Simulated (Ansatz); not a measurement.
# C$_{3}$H$_{5}$Ga: what the fields show

```yaml
atoms:
  - { symbol: C, position_ang: [-0.1169, -0.0117, 0.4487] }
  - { symbol: C, position_ang: [-0.6219, 0.8055, 1.4717] }
  - { symbol: C, position_ang: [-1.9679, 0.8276, 1.8678] }
  - { symbol: Ga, position_ang: [-1.9742, 1.0604, -0.4441] }
  - { symbol: H, position_ang: [0.9132, 0.1048, 0.1059] }
  - { symbol: H, position_ang: [-0.5539, -1.0052, 0.2799] }
  - { symbol: H, position_ang: [-0.0201, 1.6862, 1.7359] }
  - { symbol: H, position_ang: [-2.3210, 1.5712, 2.5851] }
  - { symbol: H, position_ang: [-2.5644, -0.0935, 1.8207] }
```

Geometry: PBE0-D3(BJ)/def2-SVP.

Computed with isolated molecule in a Gaussian basis; Kohn-Sham density functional theory, functional PBE0 (Ansatz 0.2.0).

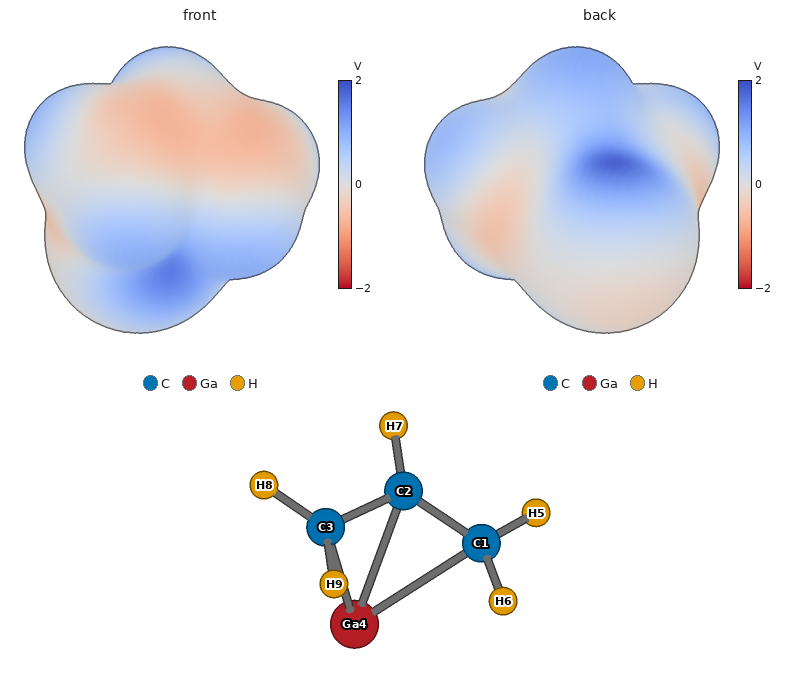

Figure 1. The molecular electrostatic potential painted on the density surface at 0.002 e/bohr³, seen from the front and from behind; red is negative and blue positive. The bare structure is drawn below in the same view.

Describe the electrostatic potential map.

Answer. The most negative region (about −0.7 V) lies over C1, C2 and C3, the most positive (about +1.7 V) over Ga4.

How polar is the molecule by this calculation?

Answer. Its dipole moment is 0.34 D.

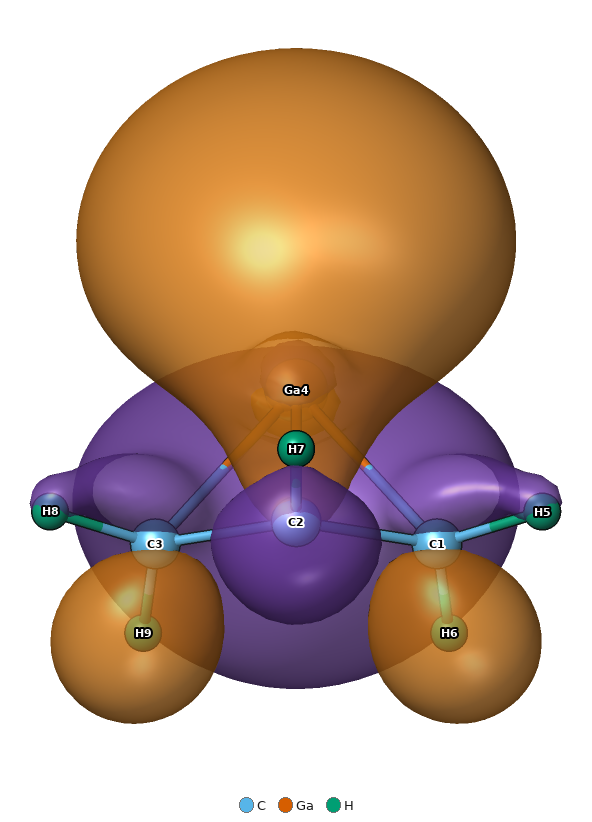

Figure 2. One frontier orbital at ±0.06 Å⁻³ᐟ² (orange and purple are the two phases), seen from one side.

Which orbital is it: HOMO or LUMO?

Answer. The LUMO, at −1.40 eV. It lies mainly on Ga4 (about 75 %).

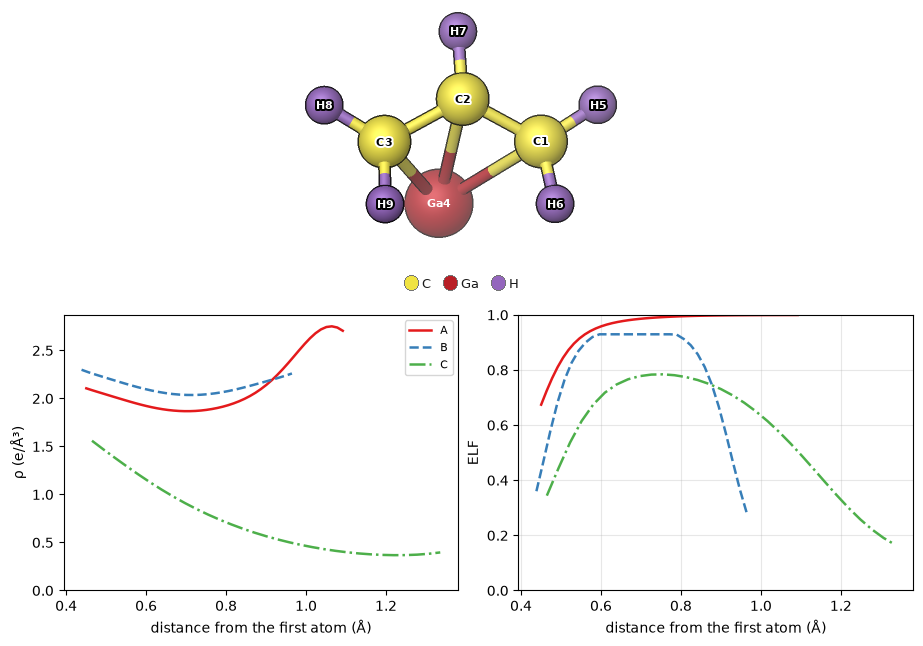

Figure 3. Electron density and ELF along straight lines between neighbouring atoms. The curves leave out the atomic cores. The structure is drawn too.

Which curve belongs to which contact (C–C, C–Ga and C–H)? The first atom named is at distance zero.

Answer. Curve A: C–H (1.09 Å): ρ is about 2 e/Å³ halfway; the ELF climbs to about 1 towards the hydrogen, as it does in any bond to H (a covalent bond by its length). Curve B: C–C (1.40 Å): ρ is about 2 e/Å³ halfway; the ELF peaks at about 0.95 between the atoms, as expected for localised, covalent bonding. Curve C: C–Ga (2.32 Å): ρ is about 0.38 e/Å³ halfway; the ELF peaks at about 0.80 in the valence shell of C, 0.8 Å from its nucleus, and is about 0.40 at the midpoint.
